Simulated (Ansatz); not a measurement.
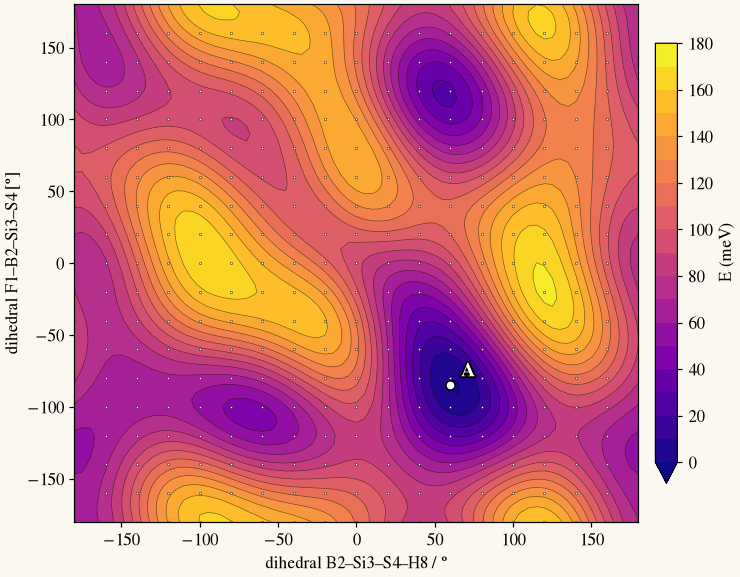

BFH₄SSi, SMILES FB[SiH2]S. Coordinates scanned: (1) dihedral B2–Si3–S4–H8; (2) dihedral F1–B2–Si3–S4. Nothing is relaxed (all other coordinates rigid). The scan uses an 18 × 18 grid. Energies: meV, counted from the lowest grid point. Method: Ansatz 0.2.0, RKS PBE0-D4/def2-SVP.

The picture shows filled contours, dots at the grid points, the point A. Between grid points the surface is interpolated.

### What is the easiest way out of the well at A, and how high is the barrier?

The easiest path leads from the well at about dihedral B2–Si3–S4–H8 = 60°, dihedral F1–B2–Si3–S4 = −85° to the well at about dihedral B2–Si3–S4–H8 = −180°, dihedral F1–B2–Si3–S4 = −130°, about 58 meV higher. Its highest point lies about 82 meV above the bottom of the first well on the interpolated surface, at about dihedral B2–Si3–S4–H8 = 135°, dihedral F1–B2–Si3–S4 = −115°. Seen from the upper well the barrier is about 24 meV. The start is the relaxed structure and all else is held, so a fully relaxed path at this level can only be lower.

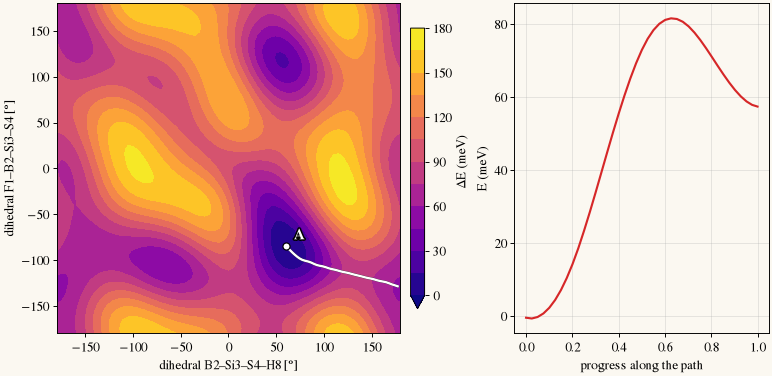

In the figure: filled contours, a line along the lowest path, the energy along the path at the right. Between grid points the surface is interpolated.
